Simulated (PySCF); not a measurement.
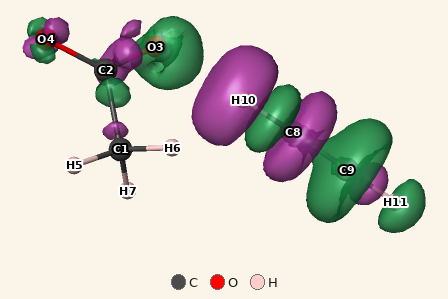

*C₄H₅O₂, charge −1, SMILES `CC(=O)[O-].C#C`. Density of the complex less the densities of the two fragments at the same geometry, ±0.01 e/Å³ (green: gain, purple: loss). Fragment A: H3C2O2(−1) (atoms 1–7); fragment B: H2C2.*

Level of theory: HF/6-311+G** (PySCF), at a geometry from GFN2-xTB.

Input script:

```python
import numpy as np
from pyscf import gto, scf, dft
from pyscf.scf import atom_ks, atom_hf
from scipy.linalg import block_diag
from pyscf.dispersion import dftd3

def solve(mol, dm0=None, hcore=None):
    mf = scf.UHF(mol) if mol.spin else scf.RHF(mol)
    mf = mf.density_fit(auxbasis='def2-universal-jkfit')
    mf.conv_tol, mf.max_cycle = 1e-8, 80
    if hcore is not None:
        mf.get_hcore = lambda *args: hcore
    mf.kernel(dm0)
    if not mf.converged:
        mf = mf.newton().run(mf.mo_coeff, mf.mo_occ, max_cycle=30)
    assert mf.converged, 'SCF not converged'
    return mf

mol = gto.M(atom='''
C     -0.91478    -1.34087    -0.00203
C     -1.39325     0.16196    -0.00056
O     -0.48300     1.01113    -0.00250
O     -2.61406     0.35345     0.00250
H     -1.77396    -2.00965     0.00142
H     -0.30189    -1.52748     0.88531
H     -0.30817    -1.52815    -0.88262
C      2.36060     0.26890     0.00155
C      3.50085    -0.09289     0.00015
H      1.33330     0.57041     0.00188
H      4.50669    -0.40436    -0.00068
''', basis='6-311+g**', charge=-1, spin=0, verbose=4)
mol_a = gto.M(atom='''
C     -0.91478    -1.34087    -0.00203
C     -1.39325     0.16196    -0.00056
O     -0.48300     1.01113    -0.00250
O     -2.61406     0.35345     0.00250
H     -1.77396    -2.00965     0.00142
H     -0.30189    -1.52748     0.88531
H     -0.30817    -1.52815    -0.88262
ghost-C      2.36060     0.26890     0.00155
ghost-C      3.50085    -0.09289     0.00015
ghost-H      1.33330     0.57041     0.00188
ghost-H      4.50669    -0.40436    -0.00068
''', basis='6-311+g**', charge=-1, spin=0, verbose=4)
mol_b = gto.M(atom='''
ghost-C     -0.91478    -1.34087    -0.00203
ghost-C     -1.39325     0.16196    -0.00056
ghost-O     -0.48300     1.01113    -0.00250
ghost-O     -2.61406     0.35345     0.00250
ghost-H     -1.77396    -2.00965     0.00142
ghost-H     -0.30189    -1.52748     0.88531
ghost-H     -0.30817    -1.52815    -0.88262
C      2.36060     0.26890     0.00155
C      3.50085    -0.09289     0.00015
H      1.33330     0.57041     0.00188
H      4.50669    -0.40436    -0.00068
''', basis='6-311+g**', charge=0, spin=0, verbose=4)
ab, a, b = solve(mol), solve(mol_a), solve(mol_b)
e_int = ab.e_tot - a.e_tot - b.e_tot
print('counterpoise-corrected interaction energy / kcal/mol', e_int * 627.5095)
def disp(atoms, charge):
    m = gto.M(atom=atoms, charge=charge, basis='sto-3g', spin=None, unit='Bohr', verbose=0)
    return dftd3.DFTD3Dispersion(m, xc='hf', version='d3bj').get_dispersion()['energy']
e_disp = disp(mol._atom, mol.charge) - disp(mol._atom[:7], mol_a.charge) - disp(mol._atom[7:], mol_b.charge)
print('D3(BJ) part / kcal/mol', e_disp * 627.5095)
# spherically averaged free atoms, for the promolecule
atm = scf.atom_hf.get_atm_nrhf(mol)
pro = block_diag(*[(atm[a[0]][2] * atm[a[0]][3]) @ atm[a[0]][2].T for a in mol._atom])
np.savez('result.npz', e_int=e_int, e_disp=e_disp, dm_a=a.make_rdm1(), dm_b=b.make_rdm1(), c=ab.mo_coeff, occ=ab.mo_occ, eps=ab.mo_energy, pro=pro, d=[f.dip_moment(verbose=0) for f in (ab, a, b)])
```

Launched as:

```sh
OMP_NUM_THREADS=1 python input.py
```

The run took 6.4 s on 1 thread of Arm Neoverse V1, on a shared host, peak memory 0.33 GiB.

Partitions, critical points and surface values were worked out afterwards from this run's density.

How is the density rearranged on binding?

Hirshfeld charges show 0.028 e passing from A to B. By Hirshfeld charges, electrons gather most on C9 (−0.079 e) and leave H10 most (+0.056 e); 0.22 e is displaced in all.

What is the interaction energy, and which contacts carry it?

The counterpoise-corrected interaction energy of the frozen fragments is −9.3 kcal/mol without dispersion correction and −12.5 kcal/mol with D3(BJ). The pair geometry is semi-empirical, not a minimum at this level. Contacts: O3···H10, weak C–H hydrogen bond, 1.87 Å, ρ = 0.029 a.u. The pose is a local one from a semi-empirical search, not shown to be the most stable.
